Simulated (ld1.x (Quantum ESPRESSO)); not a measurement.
**Run report: He, pseudopotential generation**

System: helium (He, Z = 2), core none, reference valence 1s2, valence charge 2.
Method: ultrasoft potential, PBE, scalar-relativistic, made with ld1.x (Quantum ESPRESSO) 7.5.

**Input**
```
 &input
   title='He', zed=2., rel=1, dft='PBE', iswitch=3,
   config='[He] 2p-2',
   nld=2, rlderiv=0.95, eminld=-3.0, emaxld=5.0, deld=0.02
 /
 &inputp
   pseudotype=3, tm=.true., lloc=-1, rcloc=0.65,
   nlcc=.false.,
   file_pseudopw='He.UPF', file_wfcaegen='ae.wfc', file_wfcncgen='nc.wfc', file_beta='beta', file_chi='chi', file_wfcusgen='us.wfc'
 /
3
1S  1  0   2.00   0.00  0.65  0.85  0.0
1S  1  0   0.00   0.75  0.65  0.85  0.0
2P  2  1  -2.00   0.35  0.75  0.80  0.0
 &test
   configts(1)='1s2'
 /
```

**Input of the test run**
```
 &input
   title='He', zed=2., rel=1, dft='PBE', iswitch=2,
   config='[He] 2p-2'
 /
 &test
   file_pseudo='He.UPF', nconf=3,
   configts(1)='1s2',
   configts(2)='1s1',
   configts(3)='1s1.5'
 /
```

Run as:
```bash
ld1.x < He.in > He.out
```

**The program's output**
```
     Program LD1 v.7.5

     !!!!!!!!!!!!!!!!!!! WARNING !!!!!!!!!!!!!!!!!!!!!!!
     Message from routine ld1_readin:
     US requires at least two energies per channel 2P
     !!!!!!!!!!!!!!!!!!!!!!!!!!!!!!!!!!!!!!!!!!!!!!!!!!!
     --------------------------- All-electron run ----------------------------

     He
     scalar relativistic calculation

     atomic number is  2.00
     dft =PBE   lsd =0 sic =0 latt =0  beta=0.20 tr2=1.0E-14
     Exchange-correlation= PBE
                           (   1   4   3   4   0   0   0)
     mesh = 985 r(mesh) = 100.16840 a.u. xmin = -7.00 dx = 0.01250
     1 Ry =  13.60569312 eV, c = 137.03599908

     n l     nl                  e(Ry)          e(Ha)          e(eV)
     1 0     1S 1( 2.00)        -1.1586        -0.5793       -15.7639

     final scf error:  5.1E-15 reached in  28 iterations

     Etot =      -5.786174 Ry,      -2.893087 Ha,     -78.724912 eV

     Ekin =       5.712663 Ry,       2.856331 Ha,      77.724739 eV
     Encl =     -13.459996 Ry,      -6.729998 Ha,    -183.132572 eV
     Eh   =       4.053675 Ry,       2.026837 Ha,      55.153052 eV
     Exc  =      -2.092516 Ry,      -1.046258 Ha,     -28.470131 eV

     normalization and overlap integrals

     s(1S/1S) =  1.000000  <r> =   0.9458  <r2> =    1.2546  r(max) =   0.5595

     ------------------------ End of All-electron run ------------------------

     --------------------- Generating US pseudopotential ---------------------

      Generating local potential from pseudized AE potential:
      Matching radius rcloc =   0.6500

      Local pseudo, rcloc= 0.642 Estimated cut-off energy=    56.89 Ry

      Wfc   1S  rcut= 0.642  Using Troullier-Martins method
      Wfc-us  1S rcutus= 0.845  Estimated cut-off energy=    64.47 Ry

      Wfc   1S  rcut= 0.642  Using Troullier-Martins method
      Wfc-us  1S rcutus= 0.845  Estimated cut-off energy=    72.68 Ry

      Wfc   2P  rcut= 0.746  Using Troullier-Martins method
      Wfc-us  2P rcutus= 0.804  Estimated cut-off energy=   106.05 Ry

     ------------------- End of pseudopotential generation -------------------

     --------------------------- All-electron run ----------------------------

     He
     scalar relativistic calculation

     atomic number is  2.00
     dft =PBE   lsd =0 sic =0 latt =0  beta=0.20 tr2=1.0E-14
     Exchange-correlation= PBE
                           (   1   4   3   4   0   0   0)
     mesh = 985 r(mesh) = 100.16840 a.u. xmin = -7.00 dx = 0.01250
     1 Ry =  13.60569312 eV, c = 137.03599908

     n l     nl                  e(Ry)          e(Ha)          e(eV)
     1 0     1S 1( 2.00)        -1.1586        -0.5793       -15.7639

     final scf error:  5.1E-15 reached in  28 iterations

     Etot =      -5.786174 Ry,      -2.893087 Ha,     -78.724912 eV

     Ekin =       5.712663 Ry,       2.856331 Ha,      77.724739 eV
     Encl =     -13.459996 Ry,      -6.729998 Ha,    -183.132572 eV
     Eh   =       4.053675 Ry,       2.026837 Ha,      55.153052 eV
     Exc  =      -2.092516 Ry,      -1.046258 Ha,     -28.470131 eV

     normalization and overlap integrals

     s(1S/1S) =  1.000000  <r> =   0.9458  <r2> =    1.2546  r(max) =   0.5595

     ------------------------ End of All-electron run ------------------------

     Computing logarithmic derivative in   0.95182
     Computing logarithmic derivative in   0.95182
     Computing the partial wave expansion
     R is outside the sphere for l=    0 j= 0.00
     R is outside the sphere for l=    0 j= 0.00
     R is outside the sphere for l=    1 j= 0.00

     ---------------------- Testing the pseudopotential ----------------------

     He
     scalar relativistic calculation

     atomic number is  2.00   valence charge is  2.00
     dft =PBE   lsd =0 sic =0 latt =0  beta=0.20 tr2=1.0E-14
     mesh = 985 r(mesh) = 100.16840 xmin = -7.00 dx = 0.01250

     n l     nl             e AE (Ry)        e PS (Ry)    De AE-PS (Ry)
     1 0     1S   1( 2.00)       -1.15863       -1.15863        0.00001

     eps = 1.9E-18  iter =  4

     Etot =      -5.786174 Ry,      -2.893087 Ha,     -78.724912 eV
     Etotps =    -5.779859 Ry,      -2.889930 Ha,     -78.638993 eV

     Ekin =       4.433435 Ry,       2.216718 Ha,      60.319959 eV
     Encl =     -11.543893 Ry,      -5.771947 Ha,    -157.062671 eV
     Ehrt =       4.046385 Ry,       2.023193 Ha,      55.053873 eV
     Ecxc =      -2.085312 Ry,      -1.042656 Ha,     -28.372115 eV
     Epseu=      -0.630474 Ry,      -0.315237 Ha,      -8.578039 eV

     ---------------------- End of pseudopotential test ----------------------
```

**Output of the test run (extracts)**
```
     ---------------------- Testing the pseudopotential ----------------------

     He
     scalar relativistic calculation

     atomic number is  2.00   valence charge is  2.00
     dft =PBE   lsd =0 sic =0 latt =0  beta=0.20 tr2=1.0E-14
     mesh = 985 r(mesh) = 100.16840 xmin = -7.00 dx = 0.01250

     n l     nl             e AE (Ry)        e PS (Ry)    De AE-PS (Ry)
     1 0     1S   1( 2.00)       -1.15863       -1.15863        0.00001

     eps = 1.9E-18  iter =  4

     Etot =      -5.786174 Ry,      -2.893087 Ha,     -78.724912 eV
     Etotps =    -5.779859 Ry,      -2.889930 Ha,     -78.638993 eV

     Ekin =       4.433435 Ry,       2.216718 Ha,      60.319959 eV
     Encl =     -11.543893 Ry,      -5.771947 Ha,    -157.062671 eV
     Ehrt =       4.046385 Ry,       2.023193 Ha,      55.053873 eV
     Ecxc =      -2.085312 Ry,      -1.042656 Ha,     -28.372115 eV
     Epseu=      -0.630474 Ry,      -0.315237 Ha,      -8.578039 eV

     ---------------------- End of pseudopotential test ----------------------

     ---------------------- Testing the pseudopotential ----------------------

     He
     scalar relativistic calculation

     atomic number is  2.00   valence charge is  2.00
     dft =PBE   lsd =0 sic =0 latt =0  beta=0.20 tr2=1.0E-14
     mesh = 985 r(mesh) = 100.16840 xmin = -7.00 dx = 0.01250

     n l     nl             e AE (Ry)        e PS (Ry)    De AE-PS (Ry)
     1 0     1S   1( 1.00)       -2.87600       -2.87414       -0.00186

     eps = 8.5E-15  iter =  7

     Etot =      -3.804293 Ry,      -1.902146 Ha,     -51.760040 eV
     Etotps =    -3.798603 Ry,      -1.899301 Ha,     -51.682623 eV
     dEtot_ae =       1.981881 Ry
     dEtot_ps =       1.981257 Ry,   Delta E=       0.000625 Ry

     Ekin =       2.883342 Ry,       1.441671 Ha,      39.229873 eV
     Encl =      -6.504928 Ry,      -3.252464 Ha,     -88.504051 eV
     Ehrt =       1.197918 Ry,       0.598959 Ha,      16.298511 eV
     Ecxc =      -1.006417 Ry,      -0.503209 Ha,     -13.693004 eV
     Epseu=      -0.368519 Ry,      -0.184259 Ha,      -5.013952 eV

     ---------------------- End of pseudopotential test ----------------------

     ---------------------- Testing the pseudopotential ----------------------

     He
     scalar relativistic calculation

     atomic number is  2.00   valence charge is  2.00
     dft =PBE   lsd =0 sic =0 latt =0  beta=0.20 tr2=1.0E-14
     mesh = 985 r(mesh) = 100.16840 xmin = -7.00 dx = 0.01250

     n l     nl             e AE (Ry)        e PS (Ry)    De AE-PS (Ry)
     1 0     1S   1( 1.50)       -1.96398       -1.96350       -0.00047

     eps = 3.4E-15  iter =  7

     Etot =      -5.010564 Ry,      -2.505282 Ha,     -68.172201 eV
     Etotps =    -5.004343 Ry,      -2.502171 Ha,     -68.087551 eV
     dEtot_ae =       0.775610 Ry
     dEtot_ps =       0.775517 Ry,   Delta E=       0.000093 Ry

     Ekin =       3.822702 Ry,       1.911351 Ha,      52.010506 eV
     Encl =      -9.234221 Ry,      -4.617111 Ha,    -125.637979 eV
     Ehrt =       2.493102 Ry,       1.246551 Ha,      33.920375 eV
     Ecxc =      -1.569506 Ry,      -0.784753 Ha,     -21.354219 eV
     Epseu=      -0.516419 Ry,      -0.258209 Ha,      -7.026234 eV

     ---------------------- End of pseudopotential test ----------------------
```

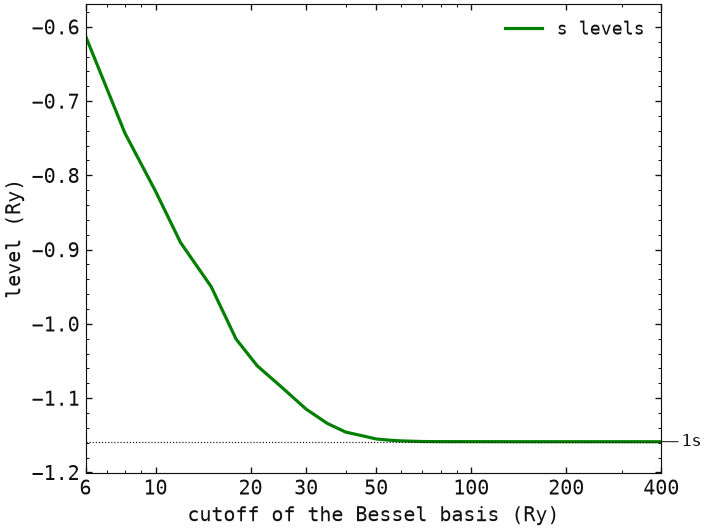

**Figure 1.** The pseudo-atom Hamiltonian at the reference potential is diagonalised in spherical Bessel functions (20 bohr box) up to the cutoff. Curves: the lowest levels of each channel that holds a bound state. Dotted lines: the all-electron valence levels.

- Ghost states: no ghost state below the valence levels in the s, p, d, f channels. The curves of the valence states settle on the dotted lines.
- All-electron valence levels: 1s: -1.16 Ry.

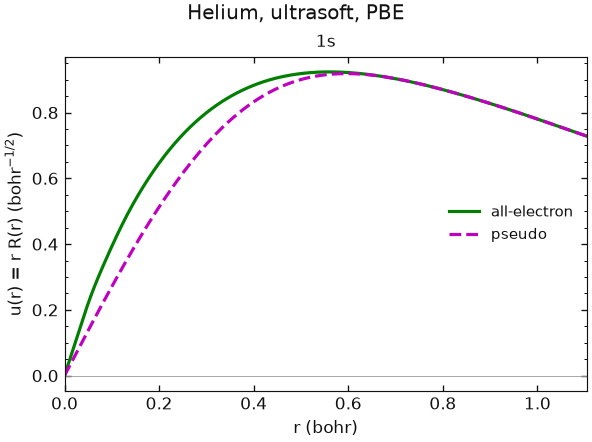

**Figure 2.** Pseudo-waves (dashed) against the all-electron radial functions (solid). Reference configuration 1s2.

- Matching radii: 1s at 0.85 bohr. The curves merge smoothly, so the plot gives these only roughly.
- Nodes of the pseudo-waves: 1s has no node.

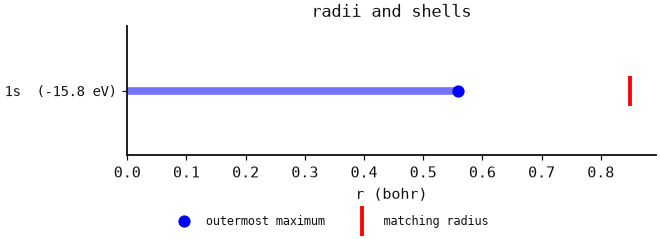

**Figure 3.** Outer shells of the all-electron reference atom: each bar runs from the outermost node (or the nucleus) to the outermost maximum of u(r); the tick is the radius chosen for the pseudo-wave. Shells without a tick have no pseudo-wave of their own. Levels, nodes and maxima are from ld1.x, scalar-relativistic.

- Radii against the shells: 1s: 0.85 bohr, outside the maximum.

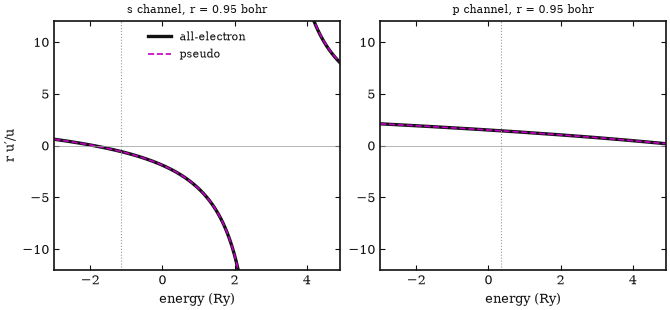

**Figure 4.** Logarithmic derivatives r u′/u at the test radius against energy, all-electron atom (solid) and pseudo-atom (dashed). Here u = r R(r). The dotted line marks the reference energy of the channel.

- Zeros of the logarithmic derivative: s: all-electron -1.9 Ry, pseudo -1.9 Ry; p: all-electron nowhere, pseudo nowhere.
- Ghost states: the plot shows none: pseudo and all-electron curves have the same branches in all channels drawn. The separate test gives: no ghost state below the valence levels in the s, p, d, f channels.
- Poles, where the radial function vanishes at the test radius: s: all-electron at 3.0 Ry, pseudo at 3.0 Ry; p: all-electron at no energy in the range, pseudo at no energy in the range.

**Results in brief**

- outcome: generated
- cutoffs needed: 50 Ry and 70 Ry (the cutoffs, on a coarse ladder, from which the occupation-weighted sum of valence levels, in a spherical-Bessel basis at the reference potential, stays within 10 and 1 mRy of its value at 400 Ry); ghost states and empty shells don't enter this sum
- ghost test: no ghost state below the valence levels in the s, p, d, f channels (spherical-Bessel basis up to 400 Ry, 20 bohr box)
- largest excitation error: +8.5 meV (all-electron minus pseudo) for 1s1, out of 2 test configurations
- lowest eigenvalue of the overlap operator S in a Bessel basis (separate test): 0.93 (p channel)
- range over which the phases arctan(r u′/u) at the test radius agree within 0.05 rad (a looser test near the poles than one of phase shifts): s: over the whole range computed; p: over the whole range computed
- hardware: 1 CPU thread, shared host
- wall time: 0.53 s
